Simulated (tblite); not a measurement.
**Si2H3OF3 (SMILES F[SiH2]O[SiH](F)F): GFN2-xTB**

What is the electronic atomisation energy of Si2H3OF3 at GFN2-xTB? 

Program for the calculation: tblite 0.8.0.

## Step 1: The system as given

Si2H3OF3 has 9 atoms, charge 0, and is taken as a singlet. As SMILES, `F[SiH2]O[SiH](F)F`. The shape was relaxed beforehand at GFN2-xTB. This is one conformer, not always the lowest.

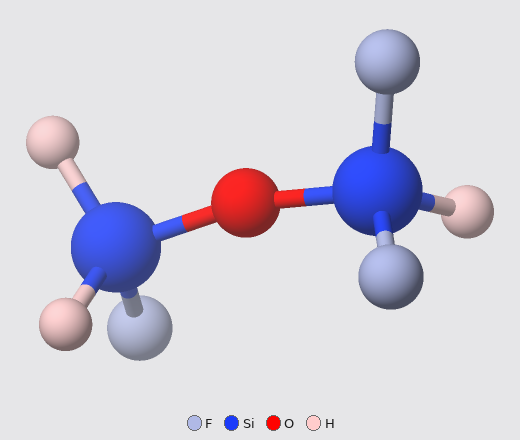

Viewed from a chosen angle; fluorine light blue, silicon blue, oxygen red, hydrogen pink.

## Step 2: Vibrational wavenumbers at GFN2-xTB

start.xyz

```xyz
9

F     -0.190995    -2.279520     1.049084
Si     0.798658    -1.415262     0.132141
O      0.166287     0.072309     0.122986
Si    -0.715729     1.379236    -0.105773
F     -1.329737     1.328849    -1.572120
F      0.291610     2.607127    -0.167661
H      2.062580    -1.317463     0.831140
H      0.733155    -1.981258    -1.198951
H     -1.727430     1.559581     0.892054
```

calc.py

```python
import json
import numpy as np
from tblite.interface import Calculator
from tblite.interface import symbols_to_numbers
from ase.data import atomic_masses

symbols = list(map(str, np.loadtxt("start.xyz", skiprows=2, usecols=0, dtype=str, ndmin=1)))
numbers = np.array(symbols_to_numbers(symbols))
positions = np.loadtxt("start.xyz", skiprows=2, usecols=(1, 2, 3), ndmin=2) / 0.529177210903

calc = Calculator("GFN2-xTB", numbers, positions, charge=0, uhf=0)
calc.set("verbosity", 0)
calc.set("accuracy", 0.01)
result = calc.singlepoint()
h = 0.005  # bohr
n = positions.size
H, D = np.zeros((n, n)), np.zeros((n, 3))
for a in range(n):
    g, d = [], []
    for sign in (1, -1):
        x = positions.ravel().copy()
        x[a] += sign * h
        calc.update(x.reshape(-1, 3))
        y = calc.singlepoint()
        g.append(y.get('gradient').ravel())
        d.append(y.get('dipole'))
    H[a], D[a] = (g[0] - g[1]) / (2 * h), (d[0] - d[1]) / (2 * h)
mass = np.repeat(atomic_masses[numbers], 3)
H = (H + H.T) / 2 / np.sqrt(np.outer(mass, mass))
# project out translations and rotations
com = positions - atomic_masses[numbers] @ positions / atomic_masses[numbers].sum()
T = [np.tile(v, len(numbers)) for v in np.eye(3)] + [np.cross(com, v).ravel() for v in np.eye(3)]
U, sv, _ = np.linalg.svd((np.array(T) * np.sqrt(mass)).T)
Q = U[:, (sv > 1e-3 * sv.max()).sum():]
w, V = np.linalg.eigh(Q.T @ H @ Q)
freq = np.sign(w) * np.sqrt(np.abs(w)) * 5140.487
inten = (((Q @ V).T / np.sqrt(mass)) @ D) ** 2
inten = inten.sum(axis=1) * 974.88
print(f"E = {result.get('energy'):.8f} Eh, max gradient {np.abs(result.get('gradient')).max():.2e} Eh/bohr")
print("mode   frequency/cm^-1   IR/(km/mol)")
for i, (v, s) in enumerate(zip(freq, inten), 1):
    print(f"{i:4d} {v:14.2f} {s:14.3f}")
zpe = freq[freq > 0].sum() / 2 / 219474.63
print(f"imaginary modes: {(freq < -10).sum()}, zero-point energy {zpe:.6f} Eh = {zpe * 2625.4996:.4f} kJ/mol")
out = {k: np.asarray(result.get(k)).tolist() for k in ("energy", "gradient", "charges", "dipole", "orbital-energies", "orbital-occupations")}
out.update(symbols=symbols, positions=(positions * 0.529177210903).tolist(), frequencies=freq.tolist(), intensities=inten.tolist(), zpe=zpe)
json.dump(out, open("results.json", "w"))
```

Started as:

```
$ python calc.py
```

Log:

```text
E = -23.57027401 Eh, max gradient 2.60e-05 Eh/bohr
mode   frequency/cm^-1   IR/(km/mol)
   1          11.83          3.270
   2          22.05          5.845
   3          43.38          4.969
   4         184.67          4.924
   5         229.29         19.875
   6         248.79         16.907
   7         316.97        144.054
   8         539.16        128.499
   9         564.39          7.263
  10         588.87         38.080
  11         621.30         97.915
  12         678.75        166.794
  13         731.49        124.311
  14         763.35        235.216
  15         840.53        374.267
  16         865.98         41.482
  17         906.78        280.247
  18        1177.13        740.262
  19        2381.30        323.755
  20        2396.26         90.168
  21        2534.31        148.288
imaginary modes: 0, zero-point energy 0.037924 Eh = 99.5688 kJ/mol
```

Wall time 1.1 s (1 thread of Intel Xeon at 2.50GHz (Skylake/Cascade Lake), shared host).

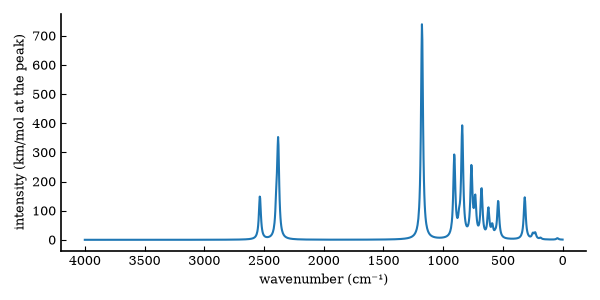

Harmonic infrared spectrum, unscaled, lines broadened by 10 cm⁻¹.

## Step 3: The F atom: a single-point energy at GFN2-xTB

calc.py

```python
import json
import numpy as np
from tblite.interface import Calculator

symbols = ["F"]
numbers = np.array([9])
positions = np.array([
    [0.000000, 0.000000, 0.000000],
]) / 0.52917721

xtb = Calculator("GFN2-xTB", numbers, positions, charge=0, uhf=1)
xtb.set("verbosity", 0)
xtb.set("accuracy", 0.1)
xtb.add("spin-polarization", 1.0)
wfn = xtb.singlepoint()

print(f"E(total): {wfn.get('energy'):.8f} Eh")
eps = np.atleast_2d(wfn.get("orbital-energies")) * 27.211386
occ = np.atleast_2d(wfn.get("orbital-occupations"))
filled = occ.sum(axis=0) if eps.shape[0] == 1 else occ[0]
homo = np.nonzero(filled > 0.5)[0].max()
print(f"HOMO {eps[0, homo]:.4f} eV")
if homo + 1 < eps.shape[1]:
    print(f"LUMO {eps[0, homo + 1]:.4f} eV, gap {eps[0, homo + 1] - eps[0, homo]:.4f} eV")
mu = wfn.get("dipole") * 2.541746
print(f"dipole: {np.linalg.norm(mu):.4f} D, components " + " ".join(f"{c:.4f}" for c in mu))
q = wfn.get("charges")
print("Charges:", " ".join(f"{s}{i + 1}={c:+.4f}" for i, (s, c) in enumerate(zip(symbols, q))))
out = {k: np.asarray(wfn.get(k)).tolist() for k in ("energy", "gradient", "charges", "dipole", "orbital-energies", "orbital-occupations")}
out.update(symbols=symbols, positions=(positions * 0.529177210903).tolist())
json.dump(out, open("results.json", "w"))
```

Run the same way, it converges to -4.63430 Eh (log not shown).

## Step 4: The H atom: the energy at GFN2-xTB

geom.xyz

```xyz
1
start geometry
H      0.000000     0.000000     0.000000
```

script.py

```python
import json
import numpy as np
from tblite.interface import Calculator
from tblite.interface import symbols_to_numbers

symbols = list(map(str, np.loadtxt("geom.xyz", skiprows=2, usecols=0, dtype=str, ndmin=1)))
numbers = np.array(symbols_to_numbers(symbols))
positions = np.loadtxt("geom.xyz", skiprows=2, usecols=(1, 2, 3), ndmin=2) / 0.529177210903

xtb = Calculator("GFN2-xTB", numbers, positions, charge=0, uhf=1)
xtb.set("accuracy", 0.1)
xtb.add("spin-polarization", 1.0)
result = xtb.singlepoint()

print(f"total energy: {result.get('energy') * 27.211386:.8f} eV")
eps = np.atleast_2d(result.get("orbital-energies")) * 27.211386
occ = np.atleast_2d(result.get("orbital-occupations"))
filled = occ.sum(axis=0) if eps.shape[0] == 1 else occ[0]
homo = np.nonzero(filled > 0.5)[0].max()
print(f"HOMO {eps[0, homo]:.4f} eV")
if homo + 1 < eps.shape[1]:
    print(f"LUMO {eps[0, homo + 1]:.4f} eV, gap {eps[0, homo + 1] - eps[0, homo]:.4f} eV")
mu = result.get("dipole") * 2.541746
print(f"dipole: {np.linalg.norm(mu):.4f} D, components " + " ".join(f"{c:.4f}" for c in mu))
q = result.get("charges")
print("Charges:", " ".join(f"{s}{i + 1}={c:+.4f}" for i, (s, c) in enumerate(zip(symbols, q))))
out = {k: np.asarray(result.get(k)).tolist() for k in ("energy", "gradient", "charges", "dipole", "orbital-energies", "orbital-occupations")}
out.update(symbols=symbols, positions=(positions * 0.529177210903).tolist())
json.dump(out, open("results.json", "w"))
```

Run the same way, it converges to -0.42930 Eh (log not shown).

## Step 5: The O atom: a single-point energy at GFN2-xTB

xtb_job.py

```python
"""GFN2-xTB single point with ASE"""
import json
import numpy as np
from ase import Atoms
from ase.units import Bohr
from tblite.ase import TBLite
from ase.units import kJ, mol as mol_
from ase.units import Debye

system = Atoms(["O"], positions=Bohr * np.array([
    [0.000000, 0.000000, 0.000000],
]))
start = system.get_positions()

system.calc = TBLite(
    method="GFN2-xTB",
    multiplicity=3,
    accuracy=0.1,
    spin_polarization=1.0,
)
print(f"Energy: {system.get_potential_energy() / (kJ / mol_):.6f} kJ/mol")
print(f"Dipole: {np.linalg.norm(system.get_dipole_moment()) / Debye:.4f} D")
for a, q in zip(system, system.get_charges()):
    print(f"{a.symbol}{a.index + 1} {q:+.4f}")
json.dump(dict(energy=system.get_potential_energy(), forces=system.get_forces().tolist(), dipole=system.get_dipole_moment().tolist(), charges=system.get_charges().tolist(),
               symbols=system.get_chemical_symbols(), start=start.tolist(), final=system.positions.tolist()), open("results.json", "w"))
```

Run the same way, it converges to -3.82331 Eh (log not shown).

## Step 6: The Si atom: the energy at GFN2-xTB

calc.py

```python
import json
import numpy as np
from tblite.interface import Calculator

symbols = ["Si"]
numbers = np.array([14])
positions = np.array([  # bohr
    [0.000000, 0.000000, 0.000000],
])

tb = Calculator("GFN2-xTB", numbers, positions, charge=0, uhf=2)
tb.set("verbosity", 0)
tb.set("accuracy", 0.1)
tb.add("spin-polarization", 1.0)
wfn = tb.singlepoint()

print(f"Total energy: {wfn.get('energy'):.8f} Eh")
eps = np.atleast_2d(wfn.get("orbital-energies")) * 27.211386
occ = np.atleast_2d(wfn.get("orbital-occupations"))
filled = occ.sum(axis=0) if eps.shape[0] == 1 else occ[0]
homo = np.nonzero(filled > 0.5)[0].max()
print("  MO   occupation   energy/eV")
for i in range(max(0, homo - 4), min(eps.shape[1], homo + 5)):
    print(f"{i + 1:4d} {filled[i]:10.4f} {eps[0, i]:12.4f}")
mu = wfn.get("dipole") * 2.541746
print(f"Dipole moment: {np.linalg.norm(mu):.4f} D, components " + " ".join(f"{c:.4f}" for c in mu))
q = wfn.get("charges")
print("Charges:", " ".join(f"{s}{i + 1}={c:+.4f}" for i, (s, c) in enumerate(zip(symbols, q))))
out = {k: np.asarray(wfn.get(k)).tolist() for k in ("energy", "gradient", "charges", "dipole", "orbital-energies", "orbital-occupations")}
out.update(symbols=symbols, positions=(positions * 0.529177210903).tolist())
json.dump(out, open("results.json", "w"))
```

Run the same way, it converges to -1.59836 Eh (log not shown).

## Step 7: What came out

At GFN2-xTB:

| quantity | value |
| --- | --- |
| molecule: total energy | -23.57027 Eh |
| molecule: dipole moment | 1.21 D |
| molecule: HOMO energy | -12.11 eV |
| molecule: LUMO energy | -5.60 eV |
| molecule: HOMO–LUMO gap | 6.51 eV |
| molecule: largest force on an atom | 0.001 eV/Å |
| molecule: lowest harmonic wavenumber | 12 cm⁻¹ |
| molecule: highest harmonic wavenumber | 2534 cm⁻¹ |
| molecule: zero-point energy | 99.6 kJ/mol |
| F atom: total energy | -4.63430 Eh |
| F atom: dipole moment | 0.00 D |
| F atom: HOMO energy (α spin) | -16.56 eV |
| F atom: largest force on an atom | 0.000 eV/Å |
| H atom: total energy | -0.42930 Eh |
| H atom: dipole moment | 0.00 D |
| H atom: HOMO energy (α spin) | -12.66 eV |
| H atom: largest force on an atom | 0.000 eV/Å |
| O atom: total energy | -3.82331 Eh |
| O atom: dipole moment | 0.00 D |
| O atom: largest force on an atom | 0.000 eV/Å |
| Si atom: total energy | -1.59836 Eh |
| Si atom: dipole moment | 0.00 D |
| Si atom: HOMO energy (α spin) | -5.62 eV |
| Si atom: LUMO energy (α spin) | 0.28 eV |
| Si atom: largest force on an atom | 0.000 eV/Å |
| electronic atomisation energy | 36.993 eV |

**Reading.** Taking the molecule apart into free atoms costs 36.99 eV (3569 kJ/mol), before zero-point energy and without spin-orbit coupling. Tight-binding and semi-empirical models aren't fitted to free atoms, so this value can be far from the true one. All 21 modes are real, though the softest (12 cm⁻¹) is within numerical noise. Mulliken charges (molecule) run from -0.41 on O3 to +0.67 on Si4.
